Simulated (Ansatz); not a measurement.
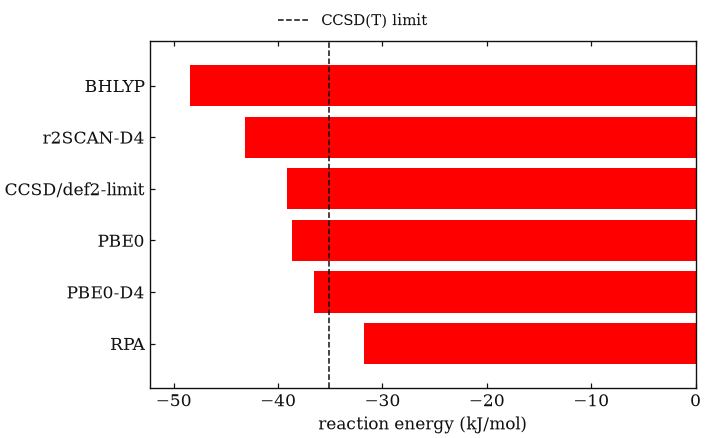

Electronic reaction energy of CdSiNH₅O ([NH2][Cd][O][SiH3]) + HF (F) → CdSiH₃OF ([F][Cd][O][SiH3]) + NH₃ (N) (SMILES in brackets) at several levels (functionals in def2-TZVPP unless a basis is named), isolated molecules at PBE0-D4 triple-zeta geometries, minima by their frequencies, no zero-point or thermal terms, the Ansatz code 0.2.0. The line is frozen-core CCSD(T) at the basis limit (MP2 extrapolated from triple and quadruple zeta, plus CCSD(T) less MP2 in a smaller set). RPA holds a correlation term that converges slowly with the basis, so part of the distance to the limit is basis error. No dispersion term is added to BHLYP and PBE0. Core potentials past Kr. The limit lies 5.2 kJ/mol from CCSD(T)/def2-TZVPP, so the line itself is uncertain by a part of that.

What do zero-point energy and temperature add?

Zero-point change 5.0 kJ/mol; at 298.15 K and 1 bar the CCSD(T) limit plus thermal terms gives an enthalpy of reaction of −31.7 and a free energy of −29.8 kJ/mol (harmonic PBE0-D4 modes, ideal gas).

Which level comes closest to the line (CCSD(T) limit), and which misses most?

Closest PBE0-D4 (−36.6 kJ/mol), against −35.1 kJ/mol; farthest BHLYP (−48.4 kJ/mol).

Known limits of this run: outer-core shells are correlated without core-valence functions, which makes the correlated values less sure; one conformer of each flexible molecule.
